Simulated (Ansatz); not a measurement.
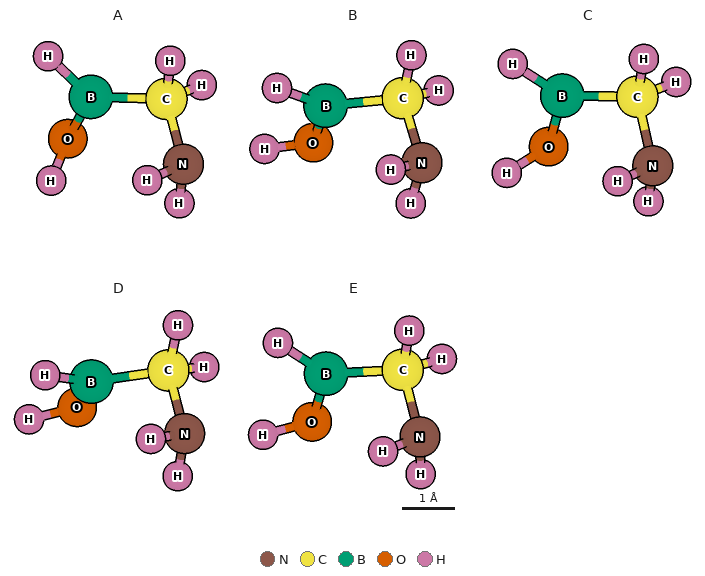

5 geometries from one relaxation of CH$_{6}$BNO (coarse preliminary run), in shuffled order. Style: ball-and-stick. Shown at a tilt.

The start comes from a force field.

Level of theory: RKS PBE-D4/def2-SVP (Ansatz). Settings: force threshold 0.03 eV/Å; at most 200 steps.

**Put them in the order of the run, from the start to the converged end.**

A, C, E, B, D. They are steps 0, 2, 4, 7, 13, at +32.5 kcal/mol, +15.5 kcal/mol, +3.56 kcal/mol, +0.83 kcal/mol relative to the last. The largest move after the best rigid fit is that of an H atom, 0.99 Å. By element the largest moves are H 0.99 Å, B 0.23 Å, N 0.20 Å, O 0.20 Å, C 0.12 Å. Some distances before and after: B–O 1.529 → 1.369 Å, C–N 1.402 → 1.492 Å, H–N 1.110 → 1.030 Å, H–O 1.007 → 0.974 Å. Bond angles that change, for instance: B–O–H 98.3° → 112.1°, N–C–B 111.3° → 103.1°, B–C–H 107.4° → 115.2°. Groups turn about B–O by about 85°, B–C by about 40°. Over 13 geometry steps the energy falls by 32.5 kcal/mol. The largest force component goes from 3.7 to 0.0058 eV/Å.
